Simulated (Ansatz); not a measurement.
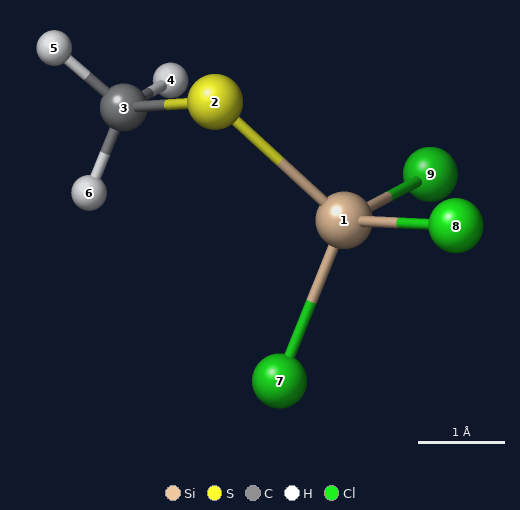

Figure 1. The structure as given in the input (ball-and-stick view, seen at a tilt; atoms are numbered from 1 in the order of the input). Bond lengths as drawn: Cl–Si 2.04 to 2.05 Å, C–H 1.09 Å, C–S 1.83 Å and S–Si 2.11 Å.

CH3Cl3SSi: phonon calculation

The run: phonon calculation of CH3Cl3SSi (Si(SMe)Cl3). Method and program: RHF/def2-SVP (Ansatz 0.2.0).

Figures and captions count atoms from 1; the log counts them from 0 in places.

## The input
```yaml
crystal:
  periodic: [false, false, false]
  atoms:
    - { symbol: Si, position_ang: [-0.391707, 0.832062, -1.119844] }
    - { symbol: S, position_ang: [-0.463999, 0.768434, 0.986779] }
    - { symbol: C, position_ang: [0.374952, -0.821632, 1.339594] }
    - { symbol: H, position_ang: [-0.173089, -1.652239, 0.902536] }
    - { symbol: H, position_ang: [0.378133, -0.921372, 2.421926] }
    - { symbol: H, position_ang: [1.399115, -0.80657, 0.976109] }
    - { symbol: Cl, position_ang: [1.535457, 0.797821, -1.827294] }
    - { symbol: Cl, position_ang: [-1.296134, 2.566523, -1.70657] }
    - { symbol: Cl, position_ang: [-1.362727, -0.763036, -1.973237] }
basis:
  gaussian: { orbitals: def2-SVP }
hamiltonian:
  xc: hf
phonons: {}
```

Launch command:
```bash
ansatz run input.yaml --threads 1 --pin off --max-ram 2560MiB --backend cpu --events-out ev --progress --plain --runs-dir out
```

## Output
```
Engine: ansatz 0.2.0, aarch64-unknown-linux-gnu
Functional definition: HF
  exchange = exact_x
  correlation = 0
1190 factors; integrals over basis functions are off by at most 3.5e-4 eV
mean field evaluation 1: about -57252.7633 eV, gradient 2.6e1 eV
mean field evaluation 2: about -57252.8170 eV, gradient 2.6e1 eV
mean field evaluation 4: about -57254.9497 eV, gradient 2.7e0 eV
mean field evaluation 8: about -57254.9803 eV, gradient 9.9e-2 eV
mean field -57254.98035452 eV, -2104.0817192090 hartree, gradient 2.2e-5 eV, S^2 0.000000; 0 other end points of the search recorded, 0 dependent functions left out
the calculation of the forces begins
reference -57254.98035452 eV, -2104.0817192090 hartree; 45, 45 occupied and 74, 74 virtual orbitals, 1190 factors
these checks for a lower state are left out or cut short: stability, starts, cluster_reference, orbital_swaps, neighbouring_geometries, increment
1190 factors; integrals over basis functions are off by at most 3.5e-4 eV
mean field evaluation 16: about -57254.9803 eV, gradient 5.9e-4 eV
mean field -57254.98026186 eV, -2104.0817158038 hartree, gradient 8.2e-6 eV, S^2 0.000000; 0 other end points of the search recorded, 0 dependent functions left out
[... from here on the field's lines of each further geometry are left out, up to the last ...]
the calculation of the forces begins
reference -57254.98033777 eV, -2104.0817185937 hartree; 45, 45 occupied and 74, 74 virtual orbitals, 1190 factors
these checks for a lower state are left out or cut short: stability, starts, cluster_reference, orbital_swaps, neighbouring_geometries, increment
1190 factors; integrals over basis functions are off by at most 3.5e-4 eV
mean field -57254.98033912 eV, -2104.0817186431 hartree, gradient 3.1e-6 eV, S^2 0.000000; 0 other end points of the search recorded, 0 dependent functions left out
the calculation of the forces begins
reference -57254.98033912 eV, -2104.0817186431 hartree; 45, 45 occupied and 74, 74 virtual orbitals, 1190 factors
Total energy: -57254.98035452 eV, -2104.0817192090 hartree
Atom 0 at    -0.391707     0.832062    -1.119844 Å, force    -0.001866     0.002016    -0.002070 eV/Å
Atom 1 at    -0.463999     0.768434     0.986779 Å, force     0.001368     0.000545     0.000113 eV/Å
Atom 2 at     0.374952    -0.821632     1.339594 Å, force     0.000106    -0.000798    -0.000816 eV/Å
Atom 3 at    -0.173089    -1.652239     0.902536 Å, force     0.000608     0.000837     0.001082 eV/Å
Atom 4 at     0.378133    -0.921372     2.421926 Å, force    -0.000216    -0.000763    -0.000598 eV/Å
Atom 5 at     1.399115    -0.806570     0.976109 Å, force    -0.000621     0.000248     0.000914 eV/Å
Atom 6 at     1.535457     0.797821    -1.827294 Å, force    -0.001009    -0.001436     0.000738 eV/Å
Atom 7 at    -1.296134     2.566523    -1.706570 Å, force     0.000051    -0.000351     0.000906 eV/Å
Atom 8 at    -1.362727    -0.763036    -1.973237 Å, force     0.001578    -0.000299    -0.000268 eV/Å
Dipole moment:     0.158238    -0.321254     0.297130 e Å
Vibrations: 59.30 121.27 137.81 159.80 180.36 221.52 226.67 280.55 426.53 621.33 635.70 648.26 740.93 1053.83 1067.60 1464.21 1578.22 1585.54 3214.68 3332.98 3335.02 cm⁻¹, zero-point energy 1.307545 eV
```

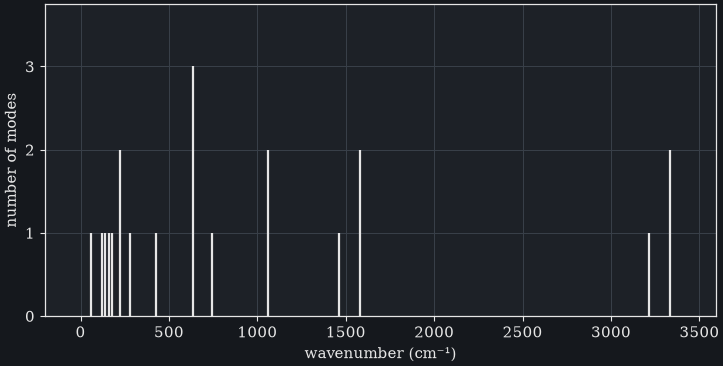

Figure 2. Harmonic vibrational wavenumbers from the force constants; neighbouring modes closer than 15 cm⁻¹ are counted in one stick. 21 modes from 59 to 3335 cm⁻¹, none imaginary.

## Results in brief

| quantity | value |
| --- | --- |
| outcome | converged |
| total energy | −57254.9804 eV |
| mean-field energy | −57254.9804 eV |
| largest force (length of the vector) | 0.003 eV/Å |
| hardware | 1 thread of Arm Neoverse V1, 24 GiB of memory available, shared host |
| wall time | 2.5 min |
| peak memory | 0.29 GiB |
